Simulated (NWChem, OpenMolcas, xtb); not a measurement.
**A ladder of methods for InNH3 (SMILES [NH2][InH])**

InNH3: 5 atoms, total charge 0, spin state doublet. As SMILES, `[NH2][InH]`. The shape is that of a PBE0-D4/def2-TZVP optimisation. This is one conformer, not always the lowest.

Each level gives the vertical energy of the quartet above the doublet (eV). The values are calculated.

```json
{"level": "GFN2-xTB", "kind": "semi-empirical", "program": "xtb", "value (eV)": "6.75", "less CCSD(T)/def2-SVP": "+2.90", "CPU time (all runs)": "under 2 s"}
{"level": "UHF/def2-SVP (core potential)", "kind": "Hartree–Fock", "program": "OpenMolcas", "value (eV)": "2.82", "less CCSD(T)/def2-SVP": "-1.03", "CPU time (all runs)": "6.9 s"}
{"level": "USVWN5/def2-SVP (core potential)", "kind": "LDA", "program": "OpenMolcas", "value (eV)": "4.27", "less CCSD(T)/def2-SVP": "+0.42", "CPU time (all runs)": "28 s"}
{"level": "U-revPBE/def2-SVP (core potential)", "kind": "GGA", "program": "OpenMolcas", "value (eV)": "4.04", "less CCSD(T)/def2-SVP": "+0.19", "CPU time (all runs)": "41 s"}
{"level": "UM06-L/def2-SVP (core potential)", "kind": "meta-GGA", "program": "OpenMolcas", "value (eV)": "4.30", "less CCSD(T)/def2-SVP": "+0.45", "CPU time (all runs)": "64 s"}
{"level": "UB3LYP/def2-SVP (core potential)", "kind": "global hybrid", "program": "NWChem", "value (eV)": "4.08", "less CCSD(T)/def2-SVP": "+0.23", "CPU time (all runs)": "53 s"}
{"level": "UMP2/def2-SVP (core potential)", "kind": "perturbation theory", "program": "NWChem", "value (eV)": "4.01", "less CCSD(T)/def2-SVP": "+0.16", "CPU time (all runs)": "44 s"}
{"level": "ROCCSD(T)/def2-SVP (core potential)", "kind": "coupled cluster or CI", "program": "OpenMolcas", "value (eV)": "3.85", "less CCSD(T)/def2-SVP": "0.00", "CPU time (all runs)": "25 s"}
```

Differences are taken from ROCCSD(T)/def2-SVP (core potential) for orientation; it has basis-set and higher-order errors of its own. Spin-orbit coupling, which can split open shells on such heavy atoms by tenths of an eV, is left out. The values span 2.82 to 6.75 eV. The xTB rows lack spin polarisation, so open shells miss the exchange term that lowers them. In the correlated wave-function rows the outer d shell of In is correlated, in sets not made for it. Times are those of the runs behind each value, whatever else they computed, on shared processors of several kinds: orders of magnitude only.

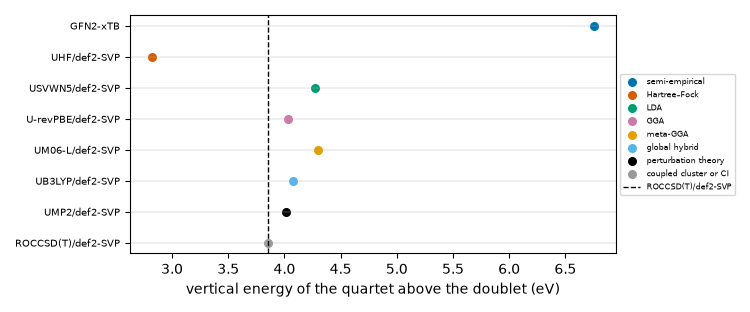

The values of the table, level by level.
